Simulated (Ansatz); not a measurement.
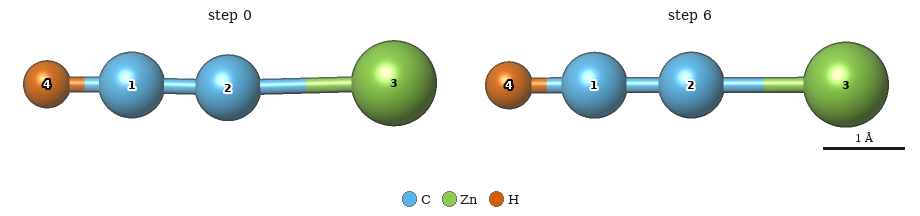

The structure of C2HZn (multiplicity 2) before (left) and after (right) a relaxation, at one scale.

Style: ball-and-stick. Shown face on.

Computed with UKS PBE0-D4/def2-TZVP in Ansatz 0.2.0.

Input
```yaml
crystal:
  periodic: [false, false, false]
  atoms:
    - {symbol: C, position_ang: [-0.360760, 0.756700, -0.168440]}
    - {symbol: C, position_ang: [0.121830, -0.323360, 0.053840]}
    - {symbol: Zn, position_ang: [1.043040, -2.128720, 0.482350]}
    - {symbol: H, position_ang: [-0.804110, 1.695390, -0.367750]}
basis:
  gaussian: {orbitals: def2-TZVP}
magnetization: {spin_polarized: true, initial_magnetization: 1}
hamiltonian: {xc: pbe0, dispersion: d4}
relax: {f_tol: 0.005, max_steps: 200}
```

Command:
```bash
ansatz run in.yaml --threads 2 --pin off --events-out ev --progress --plain --max-ram 4352MiB
```

Question: Describe what moved and what it gained.

Answer: Zn3 moves most after the best rigid fit: 0.10 Å. By element the largest moves are Zn 0.10 Å, C 0.05 Å, H 0.03 Å. Some distances before and after: C2–Zn3 2.072 → 1.929 Å, C1–H4 1.057 → 1.067 Å, C1–C2 1.204 → 1.211 Å. Among the angles between lasting bonds that change: C1–C2–Zn3 176.8° → 179.9°. The energy falls by 0.118 eV in 5 accepted moves (6 points after the start). The largest force component goes from 1.9 to 0.0011 eV/Å. The line search rejected the trial step at point 5 of the run. The run took 23 s on 2 threads of Arm Neoverse V2, with other jobs on the host.
